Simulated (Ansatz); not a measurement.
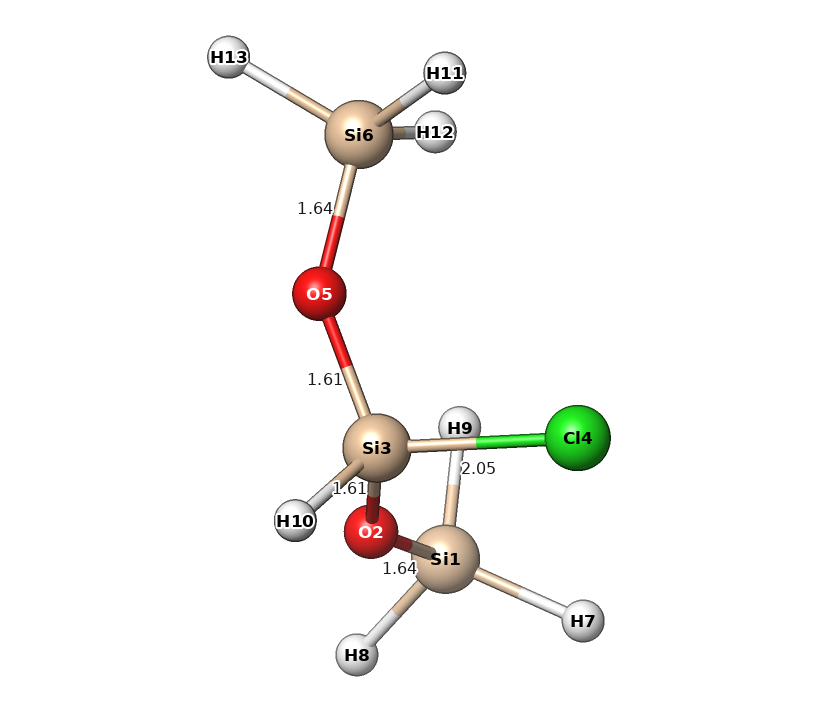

Bond lengths are marked in Å; every bond is drawn as one stick. The computed structure is the end point of a PBE0-D4/def2-TZVP optimisation. No frequency run is at hand to confirm it as a minimum.

Which of the marked bonds are single, double, triple or aromatic?

Answer. Si1–O2 single; O2–Si3 single; Si3–Cl4 single; Si3–O5 single; O5–Si6 single.

Give the structure as SMILES.

Answer. [SiH3]O[SiH](Cl)O[SiH3]
